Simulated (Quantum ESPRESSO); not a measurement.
# MnS (Browneite): spin spirals in supercells, part 2 of 2

This program has no spiral boundary conditions, so spirals of MnS (Browneite) are built in supercells. What do they cost, in energy and in time?

Quantum ESPRESSO 7.5; LDA; plane waves with GBRV 1.5 LDA potentials, no spin-orbit coupling, flat spiral in a supercell.

So far, absolute magnetization (μB): step 2 (parallel moments, one cell) 4.64.

**5. One turn in 4 cells along the input cell's b**

Neighbouring cells are turned by 90° in the xy plane; the cell holds 8 atoms.

pw.in

```
&CONTROL
  calculation = 'scf'
  prefix = 'pwscf'
  outdir = './tmp'
  pseudo_dir = './pseudo'
  disk_io = 'nowf'
/
&SYSTEM
  ibrav = 0
  celldm(1) = 8
  nat = 8
  ntyp = 8
  ecutwfc = 34
  ecutrho = 238
  nbnd = 110
  occupations = 'smearing'
  smearing = 'fd'
  degauss = 0.00999582
  noncolin = .true.
  starting_magnetization(1) = 0.3
  angle1(1) = 90
  angle2(1) = 0
  starting_magnetization(2) = 0.3
  angle1(2) = 90
  angle2(2) = 90
  starting_magnetization(3) = 0.3
  angle1(3) = 90
  angle2(3) = 180
  starting_magnetization(4) = 0.3
  angle1(4) = 90
  angle2(4) = -90
  starting_magnetization(5) = 0
  starting_magnetization(6) = 0
  starting_magnetization(7) = 0
  starting_magnetization(8) = 0
/
&ELECTRONS
  conv_thr = 8d-08
  electron_maxstep = 150
  mixing_beta = 0.3
/
ATOMIC_SPECIES
Mn1    54.9380 mn_lda_v1.5.uspp.F.UPF
Mn2    54.9380 mn_lda_v1.5.uspp.F.UPF
Mn3    54.9380 mn_lda_v1.5.uspp.F.UPF
Mn4    54.9380 mn_lda_v1.5.uspp.F.UPF
S1     32.0600 s_lda_v1.4.uspp.F.UPF
S2     32.0600 s_lda_v1.4.uspp.F.UPF
S3     32.0600 s_lda_v1.4.uspp.F.UPF
S4     32.0600 s_lda_v1.4.uspp.F.UPF
CELL_PARAMETERS alat
   0.0000000000000    0.6614041436190    0.6614041436190
   2.6456165744761    0.0000000000000    2.6456165744761
   0.6614041436190    0.6614041436190    0.0000000000000
ATOMIC_POSITIONS crystal
Mn1     0.0000000000    0.0000000000    0.0000000000
Mn2     0.0000000000    0.2500000000    0.0000000000
Mn3     0.0000000000    0.5000000000    0.0000000000
Mn4     0.0000000000    0.7500000000    0.0000000000
S1      0.2500000000    0.0625000000    0.2500000000
S2      0.2500000000    0.3125000000    0.2500000000
S3      0.2500000000    0.5625000000    0.2500000000
S4      0.2500000000    0.8125000000    0.2500000000
K_POINTS automatic
4 3 4 0 0 0
```

The run is started by

```sh
> OMP_NUM_THREADS=1 mpirun -n 4 pw.x -nk 4 -in pw.in > pw.out
```

Output:

```text
     [... lines left out ...]
Program PWSCF v.7.5 starts
     [... lines left out ...]
     number of atoms/cell      =            8
     [... lines left out ...]
     number of electrons       =        84.00
     number of Kohn-Sham states=          110
     kinetic-energy cutoff     =      34.0000  Ry
     charge density cutoff     =     238.0000  Ry
     scf convergence threshold =      8.0E-08
     [... lines left out ...]
     Noncollinear calculation without spin-orbit
     [... lines left out ...]
     No symmetry found
     [... lines left out ...]
     number of k points=    48  Fermi-Dirac smearing, width (Ry)=  0.0100
     [... lines left out ...]
     iteration # 15     ecut=    34.00 Ry     beta= 0.30
     [... lines left out ...]
     atom number    1 relative position :    0.0000   0.0000   0.0000
     [... lines left out ...]
     magnetization :          3.952839    0.000078   -0.000010
     [... lines left out ...]
     atom number    2 relative position :    0.6614   0.0000   0.6614
[...]
magnetization :          0.000307    3.952824    0.000058
[...]
atom number    3 relative position :    1.3228   0.0000   1.3228
[...]
magnetization :         -3.952829   -0.000213   -0.000072
[...]
atom number    4 relative position :    1.9842   0.0000   1.9842
[...]
magnetization :         -0.000447   -3.952814    0.000049
     [... lines left out ...]
     atom number    5 relative position :    0.3307   0.3307   0.3307
     [... lines left out ...]
     magnetization :          0.083512    0.026740    0.000000
     [... lines left out ...]
     atom number    6 relative position :    0.9921   0.3307   0.9921
     [... lines left out ...]
     magnetization :         -0.026738    0.083520    0.000001
     [... lines left out ...]
     atom number    7 relative position :    1.6535   0.3307   1.6535
     [... lines left out ...]
     magnetization :         -0.083514   -0.026744   -0.000001
     [... lines left out ...]
     atom number    8 relative position :    2.3149   0.3307   2.3149
     [... lines left out ...]
     magnetization :          0.026733   -0.083524    0.000001
     [... lines left out ...]
     the Fermi energy is     6.9475 ev
!    total energy              =    -941.22591528 Ry
     estimated scf accuracy    <          4.6E-09 Ry
     smearing contrib. (-TS)   =      -0.01413647 Ry
     [... lines left out ...]
     total magnetization       =    -0.00    -0.00     0.00 Bohr mag/cell
     absolute magnetization    =    18.35 Bohr mag/cell
     convergence has been achieved in  15 iterations
```

Run time: 7 min. Hardware: 4 MPI ranks of Arm Neoverse V2, shared host; peak memory 1.6 GiB.

This step gave:

| Property | Result |
| --- | --- |
| smearing term TS | 0.1923 eV |
| magnetization | 0, 0, 0 μB |
| absolute magnetization | 18.34 μB |
| final state | non-collinear |
| largest moment | 3.953 μB |

**6. An input with a fault**

As a test, an input with a fault in it is run.

pw.in

```
&CONTROL
  calculation = 'scf'
  prefix = 'pwscf'
  outdir = './tmp'
  pseudo_dir = './pseudo'
  disk_io = 'nowf'
/
&SYSTEM
  ibrav = 0
  nat = 2
  ntyp = 2
  ecutwfc = 34
  ecutrho = 238
  nbnd = 19
  occupations = 'smearing'
  smearing = 'fd'
  degauss = 0.00999582
  nspin = 2
  lspinorb = .true.
  starting_magnetization(1) = 0.3
  starting_magnetization(2) = 0
/
&ELECTRONS
  conv_thr = 2d-08
  electron_maxstep = 60
  mixing_beta = 0.3
/
ATOMIC_SPECIES
Mn     54.9380 mn_lda_v1.5.uspp.F.UPF
S      32.0600 s_lda_v1.4.uspp.F.UPF
CELL_PARAMETERS angstrom
   0.0000000000    2.8000000000    2.8000000000
   2.8000000000    0.0000000000    2.8000000000
   2.8000000000    2.8000000000    0.0000000000
ATOMIC_POSITIONS crystal
Mn      0.0000000000    0.0000000000    0.0000000000
S       0.2500000000    0.2500000000    0.2500000000
K_POINTS automatic
4 4 4 0 0 0
```

Output:

```text
     [... lines left out ...]
Program PWSCF v.7.5 starts
     Error in routine setup (1):
     spin orbit requires a non collinear calculation
 %%%%%%%%%%%%%%%%%%%%%%%%%%%%%%%%%%%%%%%%%%%%%%%%%%%%%%%%%%%%%%%%%%%%%%%%%%%%%%
     stopping ...
```

Elapsed: 0.69 s, on 4 MPI ranks; peak memory 0.05 GiB.

The input was rejected at the start.

The program's message: “setup (1): spin orbit requires a non collinear calculation”

The fault put into the input: spin-orbit coupling without noncolin.

**7. The spirals together**

Spirals:

| q along the reciprocal vector | energy less that at q = 0 (meV a seeded atom) | largest site moment (μB) | typed angles kept | CPU time (s) |
| --- | --- | --- | --- | --- |
| 0 | 0 | 3.966 | yes | 169.2 |
| 0.25 | -102.4 | 3.953 | yes | 1679 |
| 0.3333 | -156.5 | 3.932 | yes | 915.4 |
| 0.5 | -210.4 | 3.908 | yes | 275.8 |

Energy less that at q = 0, self-consistent against path:

| path (Å⁻¹) | energy less that at q = 0, self-consistent (meV a seeded atom) |
| --- | --- |
| 0.000 | 0 |
| 0.486 | -102 |
| 0.648 | -156 |
| 0.972 | -210 |

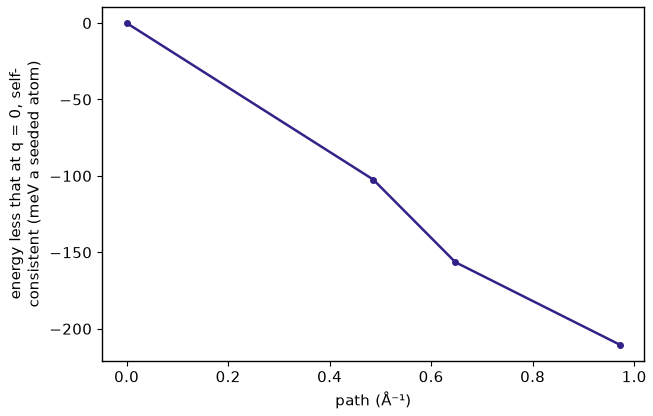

Energy less that at q = 0, self-consistent against path.

**8. Results**

| Property | Result |
| --- | --- |
| lowest point | q = 0.5 along b*, -210 meV a seeded atom |
| highest point | q = 0, 0 meV a seeded atom |

**Reading.** The state at q = 0.5 lies 210 meV a seeded atom under the parallel one, with neighbouring cells opposed. The moment changes by 1.5 % between the spirals. The cell of 4 repeats took 9.9 times the CPU time of the single cell, though its mesh is shorter in proportion. Here b and b* are vectors of the cell in the input, which need not be the conventional cell, and only this direction was probed. The mesh is coarse, so differences of some ten meV can be noise in a metal. Energies are free energies at an electronic temperature of 1580 K, which lowers moments and differences where the moments are itinerant. No Hubbard term acts here. In such compounds local and semilocal functionals without one often delocalise the d electrons, and can shrink or lose moments and miss the size, sign and order of the couplings. The cutoff lies under the 40 Ry that these files are usually run at.

[Logs and program files are shortened in this print: banners, set-up blocks, solver, clock and traceback lines can be left out without a mark of their own.]

[Logs are printed without paths, hosts, clocks, repeated set-up lines and the standing remarks that a program may print on its own settings, such as how far it seeks lower states.]

[Hosts, paths, dates, database ids (printed as entryN), source tags and the programs' standing remarks are cut or masked in the printed files.]

[Where a cell is said to come from a database of computed structures, the database is the Materials Project.]
